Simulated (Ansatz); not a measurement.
Consider BF₂GeH₄O (SMILES FB[OH+][GeH2][F]) (charge +1).

Input file:

```
crystal:
  periodic: [false, false, false]
  atoms:
    - {symbol: B, position_ang: [-0.762714, 0.091831, 0.375368]}
    - {symbol: F, position_ang: [-0.764138, -1.032514, -0.279584]}
    - {symbol: F, position_ang: [2.859671, 1.635415, -0.545331]}
    - {symbol: Ge, position_ang: [1.988552, 0.216289, -0.937263]}
    - {symbol: O, position_ang: [0.445737, 0.808714, 0.184326]}
    - {symbol: H, position_ang: [-1.627275, 0.530503, 1.066962]}
    - {symbol: H, position_ang: [0.553887, 1.671493, 0.633761]}
    - {symbol: H, position_ang: [1.410236, 0.266230, -2.336831]}
    - {symbol: H, position_ang: [2.493233, -0.994501, -0.179051]}
basis:
  gaussian: {orbitals: def2-TZVPD}
total_charge: 1
hamiltonian: {xc: {name: PBE0}}
output: {forces: true, orbitals: {seedname: orbitals}}
```

Command:

```sh
ansatz run input.yaml --threads 2 --pin off --max-ram 4350MiB --events-out events.jsonl --progress --plain --runs-dir runs
```

Geometry: r2SCAN-D4/def2-SVP.

Level of theory: Ansatz 0.2.0, isolated molecule in a Gaussian basis; Kohn-Sham density functional theory, functional PBE0.

### Predict the electron density and electron localisation function between the atoms.

B–F (1.30 Å): ρ at the midpoint is about 2.4 e/Å³; the ELF peaks at about 0.85 between the atoms: a shared but strongly polarised pair.
B–O (1.42 Å): ρ at the midpoint is about 1.8 e/Å³; the ELF peaks at about 0.90 between the atoms (a polar covalent bond).
Ge–F (1.71 Å): ρ is about 1.1 e/Å³ halfway; the ELF peaks at about 0.80 in the valence shell of F, 0.5 Å from its nucleus, and is about 0.25 at the midpoint.
Ge–O (2.00 Å): the density is about 0.58 e/Å³ at the midpoint; the ELF peaks at about 0.90 in the valence shell of O, 0.6 Å from its nucleus, and is about 0.35 at the midpoint.

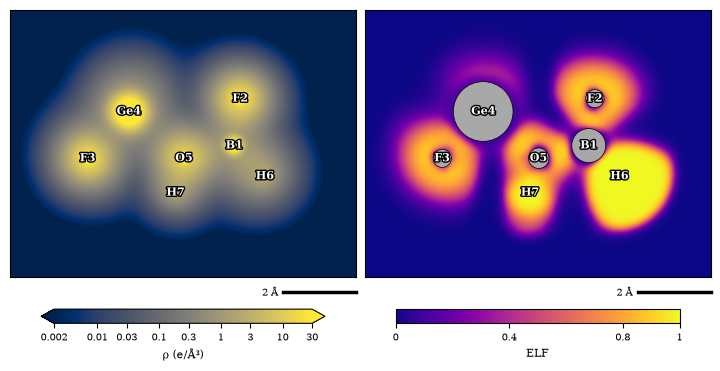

Computed electron density and electron localisation function on the plane of atoms Ge4, O5 and H7, in this order. Grey discs cover the atomic cores in the ELF map. 
